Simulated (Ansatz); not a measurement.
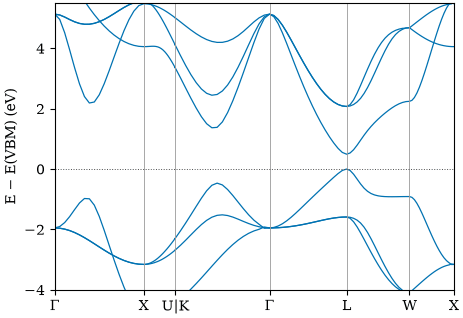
*Band structure from PBE (plane waves, PAW; program Ansatz)*

Question: Read off the gap and where the band edges lie.

Answer: About 0.5 eV (0.49 eV by a search for the band edges); maximum at L, minimum at L.

Question: Which of these materials gives this?
A) PbS, rock salt
B) TePb, rock salt
C) MgSe, rock salt
D) BN, rock salt

Answer: A, PbS, rock salt

Space group Fm-3m (rock salt). Symmetry was held in the PBE relaxation. Spin–orbit coupling is left out wherever it is not named.

Potentials: the later of the program's two PAW sets.
